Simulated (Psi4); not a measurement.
# CHClF2 (difluorochloromethane): SVWN5/6-311+G(d,p)

Aim: the vertical ionisation energy of CHClF2 (difluorochloromethane) at SVWN5/6-311+G**, from 2 runs. 

The calculation is run with Psi4 1.11.

3 further runs of the same task are left out: 2 that didn't finish, 1 set aside as unsound or not needed.

## Step 1: Starting point

CHClF2 has 5 atoms, charge 0, and is taken as a singlet. As SMILES, `FC(F)Cl`. The shape is that of a PBE0-D4/def2-TZVP optimisation.

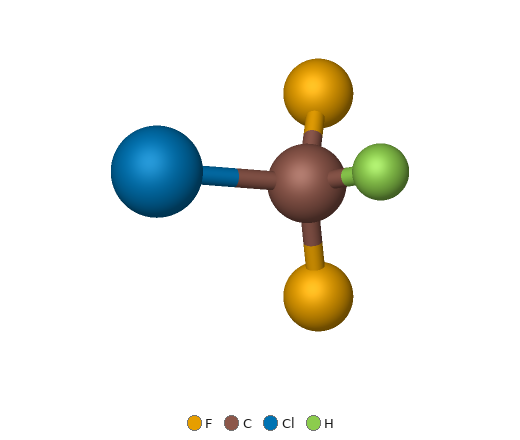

The structure, seen from a chosen angle (fluorine amber, carbon brown, chlorine blue, hydrogen green).

## Step 2: Energy and gradient at SVWN5/6-311+G(d,p)

File job.in:

```
memory 1600 mb

molecule {
  0 1
  F      0.07351035    -1.07355341     2.30981224
  C      0.20673604     0.04459754     0.05347925
  F      1.59530679    -1.40954672    -1.46812823
  Cl    -2.85537617     0.39476379    -1.21093650
  H      1.07449827     1.90446599     0.23772755
  units au
  symmetry c1
}

set {
  basis                6-311+G**
  reference            rks
  puream               true
  e_convergence        1e-09
  d_convergence        1e-08
  scf_type             pk
  dft_radial_points    99
  dft_spherical_points 590
}

gradient("scf", dft_functional={"name": "SVWN5", "x_functionals": {"LDA_X": {}}, "c_functionals": {"LDA_C_VWN": {}}})
print_variables()
```

Command:

```
$ psi4 job.in job.out -n 1
```

job.out:

```text
[...]
  Running in c1 symmetry.
[...]
  Nuclear repulsion =  168.406745107475018
[...]
  Multiplicity = 1
[...]
  Nalpha       = 21
  Nbeta        = 21
[...]
    Number of basis functions: 102
[...]
   @RKS iter   1:  -695.50838038031088   -1.87763e-02   4.58927e-03 ADIIS/DIIS
[...]
   @RKS iter  12:  -695.59161303906694   -6.82121e-13   1.22658e-09 DIIS
[...]
    Orbital Energies [Eh]
    ---------------------
    Doubly Occupied:
       1A   -100.376079     2A    -24.138089     3A    -24.138048
       4A    -10.010214     5A     -9.177007     6A     -7.039450
       7A     -7.027601     8A     -7.027386     9A     -1.207281
      10A     -1.141802    11A     -0.816730    12A     -0.647715
      13A     -0.551503    14A     -0.548751    15A     -0.511608
      16A     -0.413518    17A     -0.410274    18A     -0.391868
      19A     -0.347464    20A     -0.309114    21A     -0.308014
[...]
  @RKS Final Energy:  -695.59161303906694
   => Energetics <=
    Nuclear Repulsion Energy =            168.4067451074750181
    One-Electron Energy =               -1299.7382438705553795
    Two-Electron Energy =                 487.4804200875842071
    DFT Exchange-Correlation Energy =     -51.7405343635707951
    Empirical Dispersion Energy =           0.0000000000000000
    VV10 Nonlocal Energy =                  0.0000000000000000
    Total Energy =                       -695.5916130390669423
[...]
 Multipole Moments:
 ------------------------------------------------------------------------------------
     Multipole            Electronic (a.u.)      Nuclear  (a.u.)        Total (a.u.)
 ------------------------------------------------------------------------------------
 L = 1.  Multiply by 2.5417464519 to convert [e a0] to [Debye]
 Dipole X            :         -0.1526088            0.3419783            0.1893695
 Dipole Y            :         -1.0863249            1.6382840            0.5519591
 Dipole Z            :          0.0349427           -0.0079884            0.0269543
 Magnitude           :                                                    0.5841629
[...]
  -Total Gradient:
     Atom            X                  Y                   Z
    ------   -----------------  -----------------  -----------------
       1        0.000284635377     0.001412057439    -0.001913642365
       2        0.002678250447     0.003942757311     0.000664826494
       3       -0.001053255274     0.001732917823     0.001378617313
       4        0.001505778849     0.000146043606     0.000599068830
       5       -0.003379386779    -0.007210533285    -0.000716408422
[...]
```

Run time: 21 s. Hardware: 1 thread of Intel Xeon Platinum 8259CL at 2.50GHz (Skylake/Cascade Lake), shared host; peak memory 0.59 GiB.

## Step 3: The doublet cation at the same level

File chclf2.xyz:

```xyz
5
CHClF2
F      0.038900    -0.568100     1.222300
C      0.109400     0.023600     0.028300
F      0.844200    -0.745900    -0.776900
Cl    -1.511000     0.208900    -0.640800
H      0.568600     1.007800     0.125800
```

File chclf2.py:

```python
import psi4

psi4.set_memory(1600000000)
psi4.set_num_threads(1)
psi4.set_output_file('psi4.out', False)

with open('chclf2.xyz') as f:
    atoms = ''.join(f.readlines()[2:])
geom = psi4.geometry('1 2\n' + atoms + 'symmetry c1')

psi4.set_options({
    'basis': '6-311+G**',
    'reference': 'uks',
    'puream': True,
    'e_convergence': 1e-09,
    'd_convergence': 1e-06,
    'scf_type': 'pk',
    'dft_radial_points': 99,
    'dft_spherical_points': 590,
    'maxiter': 150,
    'level_shift': 0.3,
    'level_shift_cutoff': 1e-09,
})

e, wfn = psi4.gradient("scf", dft_functional={"name": "SVWN5", "x_functionals": {"LDA_X": {}}, "c_functionals": {"LDA_C_VWN": {}}}, return_wfn=True)
psi4.oeprop(wfn, "LOWDIN_CHARGES", "DIPOLE", "WIBERG_LOWDIN_INDICES", title="SCF")
print('gradient / Eh bohr^-1')
print(e.np.round(6))
print(f'energy = {wfn.energy():.10f} Eh')
```

Command:

```
$ python chclf2.py
```

psi4.out (excerpt; [...] marks lines left out):

```text
[...]
  Running in c1 symmetry.
[...]
  Nuclear repulsion =  168.406744960820134
[...]
  Multiplicity = 2
[...]
  Nalpha       = 21
  Nbeta        = 20
[...]
    Number of basis functions: 102
[...]
   @UKS iter   1:  -695.02434997524563    4.65254e-01   4.59107e-03 ADIIS/DIIS/SHIFT
[...]
   @UKS iter 114:  -695.13486890794627   -8.12520e-10   9.48396e-07 DIIS/SHIFT
[...]
   @S^2 Observed:                7.509452667E-01
[...]
  @UKS Final Energy:  -695.13486890794627
   => Energetics <=
    Nuclear Repulsion Energy =            168.4067449608201343
    One-Electron Energy =               -1287.5489835652449528
    Two-Electron Energy =                 475.3673353178542129
    DFT Exchange-Correlation Energy =     -51.3599656213756219
    Empirical Dispersion Energy =           0.0000000000000000
    VV10 Nonlocal Energy =                  0.0000000000000000
    Total Energy =                       -695.1348689079462702
[...]
  -Total Gradient:
     Atom            X                  Y                   Z
    ------   -----------------  -----------------  -----------------
       1       -0.005408634063    -0.021487419563     0.012531974171
       2        0.001060269364     0.096711833468    -0.008228843117
       3        0.003380471637    -0.023413010546    -0.009309551397
       4        0.007175779481    -0.016999996295     0.004408012261
       5       -0.006171824890    -0.034788217805     0.000610891196
[...]
 Multipole Moments:
 ------------------------------------------------------------------------------------
     Multipole            Electronic (a.u.)      Nuclear  (a.u.)        Total (a.u.)
 ------------------------------------------------------------------------------------
 L = 1.  Multiply by 2.5417464519 to convert [e a0] to [Debye]
 Dipole X            :         -0.7271550            0.3419783           -0.3851768
 Dipole Y            :         -0.6154193            1.6382840            1.0228647
 Dipole Z            :         -0.2383069           -0.0079884           -0.2462953
 Magnitude           :                                                    1.1203904
[...]
```

On the terminal:

```text
gradient / Eh bohr^-1
[[-0.005409 -0.021487  0.012532]
 [ 0.00106   0.096712 -0.008229]
 [ 0.00338  -0.023413 -0.00931 ]
 [ 0.007176 -0.017     0.004408]
 [-0.006172 -0.034788  0.000611]]
energy = -695.1348689079 Eh
```

Run time: 2.2 min. Hardware: 1 thread of Intel Xeon Platinum 8259CL at 2.50GHz (Skylake/Cascade Lake), shared host; peak memory 0.6 GiB.

## Step 4: Summary of results

Level: SVWN5/6-311+G**.

| quantity | value |
| --- | --- |
| singlet CHClF2: total energy | -695.59161 Eh |
| singlet CHClF2: dipole moment | 1.48 D |
| singlet CHClF2: HOMO energy | -8.38 eV |
| singlet CHClF2: LUMO energy | -1.13 eV |
| singlet CHClF2: HOMO–LUMO gap | 7.25 eV |
| singlet CHClF2: largest force on an atom | 0.411 eV/Å |
| doublet cation: total energy | -695.13487 Eh |
| doublet cation: HOMO energy (highest over α and β) | -16.17 eV |
| doublet cation: ⟨S²⟩ | 0.751 |
| doublet cation: largest force on an atom | 4.991 eV/Å |
| vertical ionisation energy (to the doublet cation) | 12.429 eV |

The vertical ionisation energy comes to 12.43 eV (1199 kJ/mol). The largest force (singlet CHClF2) is 0.41 eV/Å: the shape isn't a stationary point for this species at this level. −ε(HOMO) before ionisation, 8.38 eV, is 4.05 eV below this ionisation energy.
